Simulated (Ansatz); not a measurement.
**CH₇AlO₂Si: a ladder of functionals and wavefunction methods**

Aim: compute CH₇AlO₂Si with functionals from several rungs and with coupled cluster. The yardstick is the atomisation energy at the CCSD(T) limit.

Program: Ansatz 0.2.0, Gaussian basis. Level of theory: functionals in def2-TZVPP, the program's frozen cores in correlated methods. These are calculated values, not measurements.

The runs, in order: PBE-D4, r2SCAN-D4, PBE0-D4, B3LYP-D4, ωB97X-V, ωB97M-V, B2PLYP; CCSD(T)/def2-TZVPP; MP2/def2-QZVPP; extrapolation to the limit.

### 1 The geometry

An earlier PBE0-D4 in a triple-zeta def2 set relaxation fixed the geometry.

12 atoms, charge 0, spin multiplicity 1.

Atoms are counted from 1 here; the program's logs count them from 0.

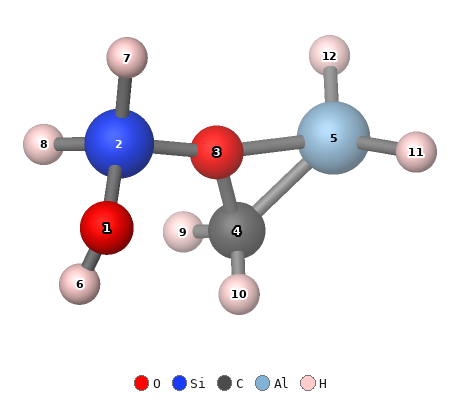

The geometry (oxygen red, silicon blue, carbon dark grey, aluminium light blue, hydrogen pink); atoms are numbered from 1 in the order of the file.

As a file:

```
O    -2.28354    0.51443    0.79327
Si   -1.10547    1.05920   -0.19566
O     0.31886    0.24248    0.03873
C     0.48357   -1.23610   -0.24752
Al    2.12787   -0.36262    0.33496
H    -2.80972   -0.23728    0.51933
H    -0.82224    2.45887    0.16840
H    -1.48812    0.85565   -1.61440
H     0.23705   -1.41559   -1.29378
H    -0.16749   -1.79136    0.42621
H     2.48780   -0.36553    1.87829
H     3.09832    0.22255   -0.77402
```

### 2 PBE-D4 (GGA)

Input file in.yaml:

```yaml
crystal:
  periodic: [false, false, false]
  atoms:
    - {symbol: O, position_ang: [-2.283536, 0.514426, 0.793267]}
    - {symbol: Si, position_ang: [-1.105466, 1.059196, -0.195657]}
    - {symbol: O, position_ang: [0.318856, 0.242484, 0.038726]}
    - {symbol: C, position_ang: [0.483570, -1.236099, -0.247516]}
    - {symbol: Al, position_ang: [2.127874, -0.362616, 0.334957]}
    - {symbol: H, position_ang: [-2.809720, -0.237283, 0.519326]}
    - {symbol: H, position_ang: [-0.822239, 2.458870, 0.168405]}
    - {symbol: H, position_ang: [-1.488119, 0.855651, -1.614401]}
    - {symbol: H, position_ang: [0.237049, -1.415589, -1.293784]}
    - {symbol: H, position_ang: [-0.167488, -1.791362, 0.426208]}
    - {symbol: H, position_ang: [2.487798, -0.365528, 1.878289]}
    - {symbol: H, position_ang: [3.098320, 0.222549, -0.774020]}
basis:
  gaussian: {orbitals: def2-TZVPP}
hamiltonian: {xc: pbe, dispersion: d4}
output: {forces: true, orbitals: {seedname: orbitals}}
```

Run with:

```
ansatz run in.yaml --threads 4 --pin off --events-out ev --progress --plain --max-ram 10444MiB
```

After this run come: r2SCAN-D4 (meta-GGA); PBE0-D4 (hybrid); B3LYP-D4 (hybrid); ωB97X-V (range-separated); ωB97M-V (range-separated); B2PLYP (double hybrid); CCSD(T) in def2-TZVPP; MP2 in def2-QZVPP.

Before running them: what should the planned runs give, taken together? Wanted: atomisation energy, CCSD(T)/CBS; farthest; mean size of error, hybrid; mean size of error, range-separated; gap, smallest and largest; T1 diagnostic; triples share of the correlation energy.

As calculated:

```
                               quantity                                 value
        atomisation energy, CCSD(T)/CBS                         4158.7 kJ/mol
 functionals within 20.8 kJ/mol (0.5 %)   PBE-D4, r2SCAN-D4, ωB97X-V, ωB97M-V
                               farthest                PBE0-D4 (-74.5 kJ/mol)
             mean size of error, hybrid                           54.1 kJ/mol
    mean size of error, range-separated                            3.8 kJ/mol
              gap, smallest and largest  5.30 eV (PBE-D4), 11.71 eV (ωB97X-V)
                          T1 diagnostic                                0.0118
triples share of the correlation energy                                 3.4 %
```

PBE-D4 misses by -12.1 kJ/mol. Double hybrids carry the basis error of their MP2 part in triple zeta, and no dispersion term here, so their miss is partly the set-up's. Misses under about 20.8 kJ/mol are within the doubt on the reference itself, which lacks core-valence correlation, relativity and higher excitations. Hartree-Fock recovers 73 % of the binding; the rest is correlation. The gap grows from 5.3 to 11.7 eV across the functionals, mostly with the share of exact exchange.
